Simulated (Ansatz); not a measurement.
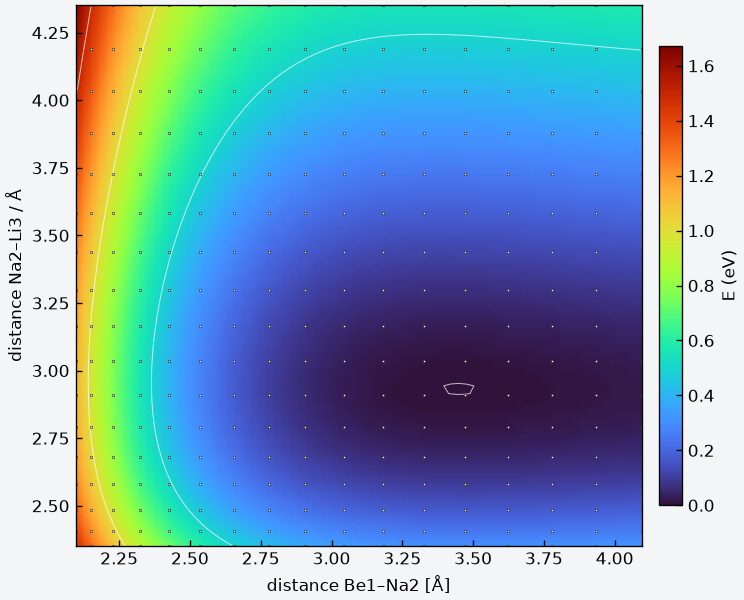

The system Be + NaLi. The first coordinate is: distance Be1–Na2; the second: distance Na2–Li3. Nothing is relaxed (the angle Be1–Na2–Li3 is fixed at 180 degrees). The grid has 17 × 17 points. Points are written as (first, second). Energies are in eV, from the lowest grid point. The restricted reference is unstable at some or all points, so the energies there are unreliable. Method: RHF-MP2, frozen core/def2-TZVPD (Ansatz).

Drawn: a smooth colour map with a few white contour lines, dots at the grid points. Between grid points the surface is interpolated.

The lowest grid point is at (3.472 Å, 2.911 Å). It is the only kind of minimum in the scanned range. The highest grid point, (2.096 Å, 4.352 Å), lies 1.67 eV above the lowest.

The level of theory is changed to Ansatz 0.2.0, RHF/def2-TZVPD; with it change the reference geometry, relaxed at the new level. The reference is spin-restricted, so regions where a bond is pulled apart into radicals lie too high.

**What does this change do to the map?**

The minimum (interpolated where it lies between grid points) moves from about (3.448 Å, 2.933 Å) to (4.096 Å, 3.035 Å). The span from the lowest to the highest grid point grows from 1.67 to 1.83 eV.

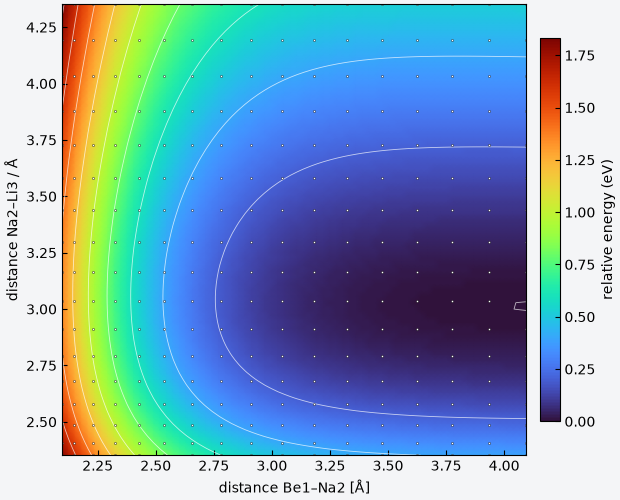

The map after the change, on a colour scale of its own. The picture shows a smooth colour map with a few white contour lines, dots at the grid points. Between grid points the surface is interpolated.
